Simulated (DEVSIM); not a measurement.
Structure: Au/SiO2/p-Ge capacitor, at 400 K.

```
layer (left to right)  material  thickness (nm)  Na (cm⁻³)
---------------------  --------  --------------  ---------
1                          SiO2            2.90          -
2                            Ge           11000       3e15
```

Metal gate on the left, work function 5.1 eV. Fixed charge at the semiconductor interface 1.9e11 cm⁻² (in units of +e); no interface traps.

This is a model device: material constants are rounded textbook-type values typed into the input, and sizes, dopings and lifetimes were drawn at random. Values at 300 K; Nc and Nv go as T^1.5, mobilities as T to minus their exponent, the gap by Varshni's rule with the affinity fixed.

```csv
parameter,SiO2,Ge
gap (eV),9,0.664
affinity (eV),0.9,4
permittivity,3.9,16
Nc (cm⁻³),-,1.04e19
Nv (cm⁻³),-,6e18
Varshni α (eV/K),-,0.000477
Varshni β (K),-,235
```

DEVSIM, 1D Poisson equation in equilibrium, Boltzmann statistics, complete ionisation; no quantum confinement or tunnelling. Metal contacts follow the ideal Schottky-Mott rule: no Fermi-level pinning, no interface dipoles.

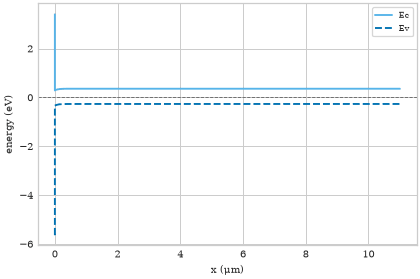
Fig. 1. Band edges at 0.8 V on the gate

Energies count from the Fermi level of the right contact; mesh points crowd at the junctions.

```csv
x (μm),Ec (eV),Ev (eV),n (cm⁻³),p (cm⁻³),field (V/cm)
0.000,3.400,-5.600,< 1e2,< 1e2,-58000
0.001075,3.394,-5.606,< 1e2,< 1e2,-58000
0.002190,3.387,-5.613,< 1e2,< 1e2,-58000
0.003261,0.283,-0.341,4.3e15,4.7e14,7200
0.006396,0.286,-0.338,4.0e15,5.0e14,7000
0.01224,0.290,-0.334,3.6e15,5.6e14,6600
0.02625,0.298,-0.326,2.8e15,7.2e14,5700
0.07675,0.321,-0.303,1.5e15,1.4e15,3500
0.1709,0.342,-0.282,7.9e14,2.6e15,1300
0.3966,0.352,-0.272,5.8e14,3.5e15,100
0.8924,0.353,-0.271,5.7e14,3.6e15,≈ 0
2.727,0.353,-0.271,5.7e14,3.6e15,≈ 0
6.200,0.353,-0.271,5.7e14,3.6e15,≈ 0
8.945,0.353,-0.271,5.7e14,3.6e15,≈ 0
10.31,0.353,-0.271,5.7e14,3.6e15,≈ 0
10.71,0.353,-0.271,5.7e14,3.6e15,≈ 0
10.88,0.353,-0.271,5.7e14,3.6e15,≈ 0
10.95,0.353,-0.271,5.7e14,3.6e15,≈ 0
10.99,0.353,-0.271,5.7e14,3.6e15,≈ 0
11.00,0.353,-0.271,5.7e14,3.6e15,≈ 0
11.00,0.353,-0.271,5.7e14,3.6e15,≈ 0
11.00,0.353,-0.271,5.7e14,3.6e15,≈ 0
```
